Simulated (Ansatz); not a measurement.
# C₂H₅BClFO: how energies converge with the basis set

Aim: see how fast density functionals converge with the basis set for C₂H₅BClFO.

Method: one geometry, several basis sets; program: Ansatz 0.2.0, Gaussian basis.

Plan: PBE0-D4/def2-SVP; ωB97M-V/def2-SVP; PBE0-D4/def2-QZVPP; ωB97M-V/def2-QZVPP; the functionals' def2-TZVPP values are taken from earlier runs.

## (1) The relaxed structure

An earlier PBE0-D4 in a triple-zeta def2 set relaxation fixed the geometry.

SMILES `CC(Cl)OBF`, 11 atoms, charge 0, spin multiplicity 1.

Atoms are counted from 1 here; the program's logs count them from 0.

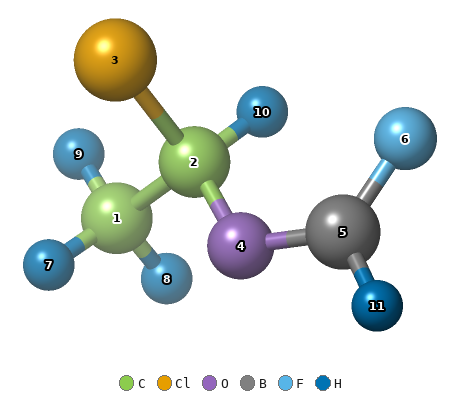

The geometry (colours as in the key); atoms are numbered from 1 in the order of the file.

## (2) PBE0-D4 in def2-SVP

Input file in.yaml:

```yaml
crystal:
  periodic: [false, false, false]
  atoms:
    - {symbol: C, position_ang: [0.277585, -0.790627, 1.394738]}
    - {symbol: C, position_ang: [0.302944, 0.239824, 0.303086]}
    - {symbol: Cl, position_ang: [1.983597, 0.820249, 0.037777]}
    - {symbol: O, position_ang: [-0.180971, -0.327547, -0.881588]}
    - {symbol: B, position_ang: [-0.766326, 0.412306, -1.848746]}
    - {symbol: F, position_ang: [-0.941329, 1.717497, -1.690680]}
    - {symbol: H, position_ang: [0.879978, -1.653016, 1.108327]}
    - {symbol: H, position_ang: [-0.752605, -1.115928, 1.556744]}
    - {symbol: H, position_ang: [0.669173, -0.370728, 2.320657]}
    - {symbol: H, position_ang: [-0.261102, 1.136307, 0.561502]}
    - {symbol: H, position_ang: [-1.145547, -0.125338, -2.841317]}
basis:
  gaussian: {orbitals: def2-SVP}
hamiltonian: {xc: pbe0, dispersion: d4}
output: {orbitals: {seedname: orbitals}}
```

Launch:

```bash
> ansatz run in.yaml --threads 4 --pin off --events-out ev --progress --plain --max-ram 10444MiB
```

Further steps of the session: ωB97M-V in def2-SVP; PBE0-D4 in def2-QZVPP; ωB97M-V in def2-QZVPP.

Q: Predict the results of all the runs planned. Wanted: PBE0-D4: double and triple zeta above quadruple; ωB97M-V: double and triple zeta above quadruple.

The runs gave:

```
                                       quantity           value
PBE0-D4: double and triple zeta above quadruple  13.94, 0.79 eV
ωB97M-V: double and triple zeta above quadruple  14.13, 0.75 eV
```

**Reading.** PBE0-D4 gains 13.16 eV from double to triple zeta, then 0.79 eV more. Total energies overstate the basis error of differences, where much of it tends to cancel. The LUMO of ωB97M-V is positive and keeps falling with the basis (2.23 to 1.46 eV): an unbound level that the basis holds in place.
